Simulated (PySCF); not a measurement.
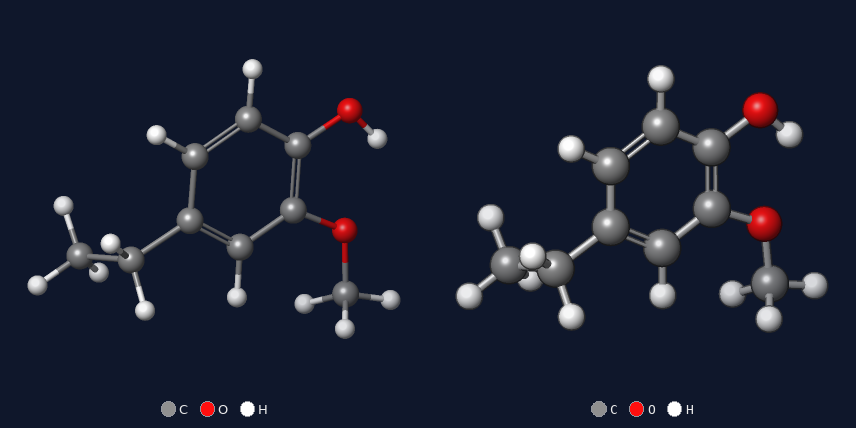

Both panels show the same species.

> Which formula does it have?

C₉H₁₂O₂, 23 atoms: 9 carbon, 12 hydrogen and 2 oxygen.

> How many bonds of each kind are drawn?

11 C–H, 8 C–C, 3 C–O, 1 O–H.

> Name some functional groups or characteristic bonds that it holds.

Among them: phenol, ether.

> What is its SMILES?

CCc1ccc(O)c(OC)c1

The parts below concern this one geometry. Atoms keep their numbers from picture to picture. The computed structure is the end point of a PBE0-D3(BJ)/def2-SVP optimisation. No frequency run is at hand to confirm it as a minimum.

**Shape**

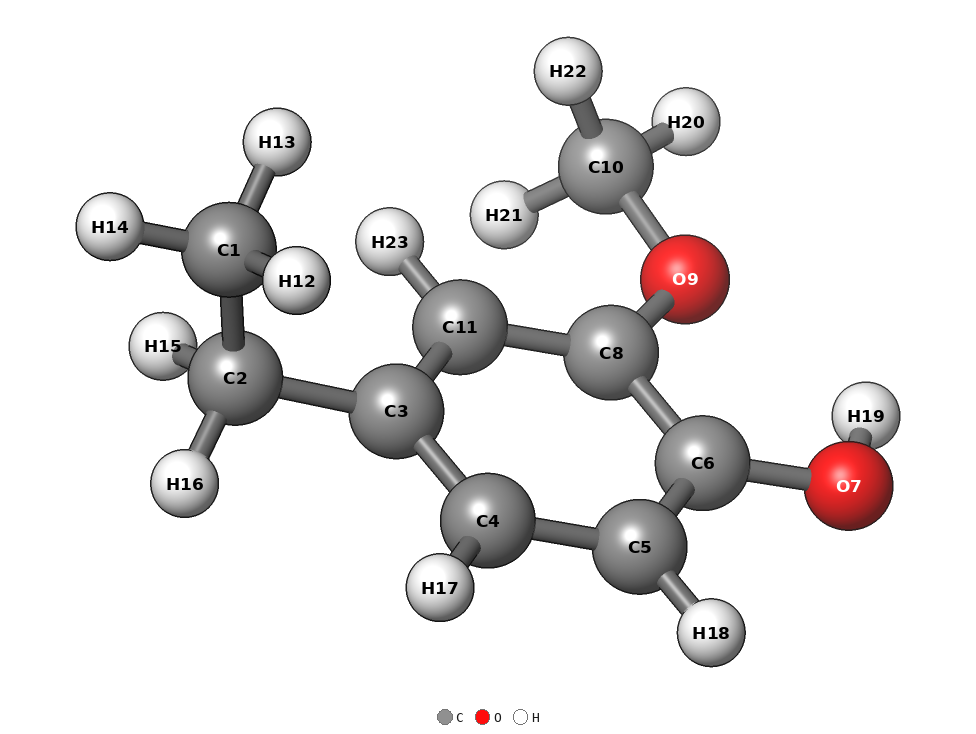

The atoms are numbered. No frequency run is at hand to confirm it as a minimum.

Give the bond lengths. Leave out bonds to hydrogen.

```tsv
bond	length (Å)	order
C1–C2	1.527	single
C2–C3	1.506	single
C3–C4	1.395	aromatic
C3–C11	1.405	aromatic
C4–C5	1.397	aromatic
C5–C6	1.388	aromatic
C6–O7	1.346	single
C6–C8	1.410	aromatic
C8–O9	1.360	single
C8–C11	1.389	aromatic
O9–C10	1.399	single
```

**Excitation**

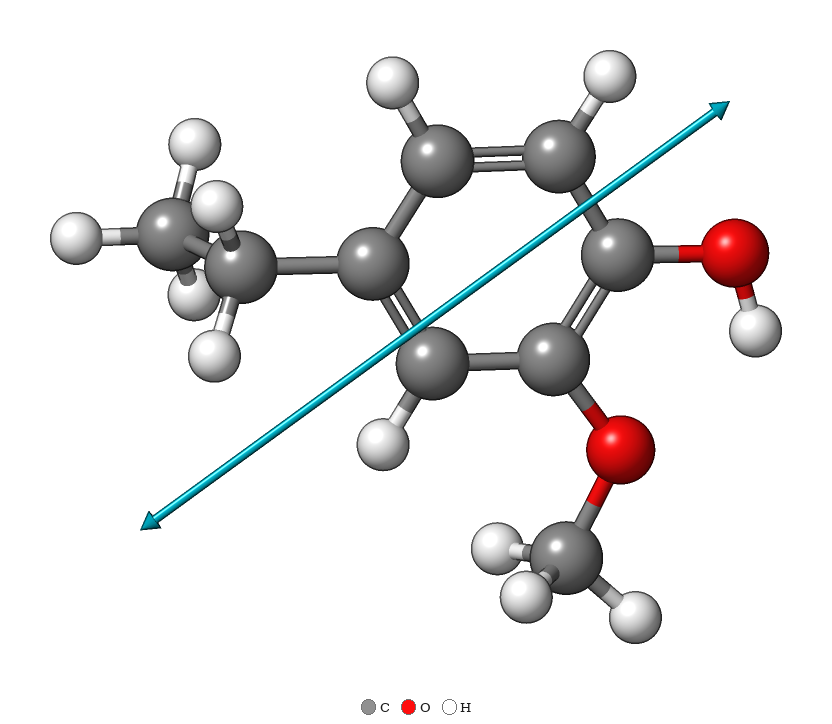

The double arrow shows the direction of the transition dipole to excited singlet state 9 (its length means nothing). No frequency run is at hand to confirm it as a minimum. Properties computed with TDDFT B3LYP/def2-SVPD, vertical, gas phase, core orbitals frozen in the response (PySCF 2.14.0).

> Where does the transition lie, and how strong is it?

6.43 eV (193 nm), oscillator strength 0.15, of mixed character, with the largest part HOMO−1 → LUMO+3 (weight 0.42); transition dipole 2.49 D.

**Quadrupole coupling**

No frequency run is at hand to confirm it as a minimum. Electric field gradients from the ground-state density, B3LYP/pcJ-1 (PySCF 2.14.0), non-relativistic apart from any core potentials.

Give the largest field-gradient component, the quadrupole coupling constant and the asymmetry for 17O at O7 (Q = −25.6 mb), 17O at O9 (Q = −25.6 mb), 2H at H12 (Q = 2.86 mb), 2H at H13 (Q = 2.86 mb), 2H at H14 (Q = 2.86 mb), 2H at H15 (Q = 2.86 mb).

```tsv
atom	V_zz (a.u.)	e²qQ/h (MHz)	η
O7	1.670	−10.05	0.88
O9	1.898	−11.42	0.77
H12	0.281	0.189	0.03
H13	0.281	0.189	0.03
H14	0.282	0.190	0.03
H15	0.275	0.185	0.03
```

**NMR shielding**

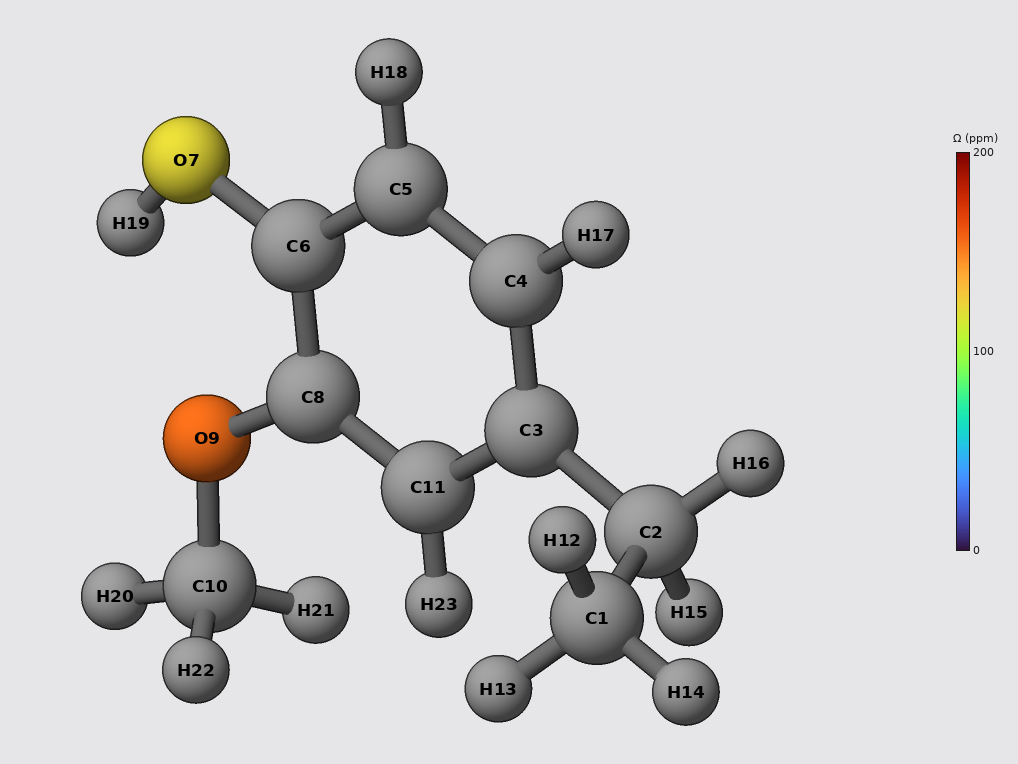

The O atoms are coloured by the span of their shielding tensor. No frequency run is at hand to confirm it as a minimum. Level of theory: GIAO PBE0/pcSseg-1 NMR shielding, non-relativistic, IEF-PCM benzene (PySCF 2.14.0). Principal shieldings σ11 ≤ σ22 ≤ σ33, span Ω = σ33 − σ11, skew κ = 3(σiso − σ22)/Ω.

> Which O atom has the most anisotropic shielding?

O9, with a span of 154 ppm.

Give the shielding tensors of the O atoms.

```json
{"atom": "O7", "σ11": "186.0", "σ22": "225.9", "σ33": "307.7", "σiso": "239.9", "Ω": "121.8", "κ": "0.35"}
{"atom": "O9", "σ11": "168.8", "σ22": "286.3", "σ33": "322.9", "σiso": "259.3", "Ω": "154.0", "κ": "−0.53"}
```

Shieldings and span in ppm.
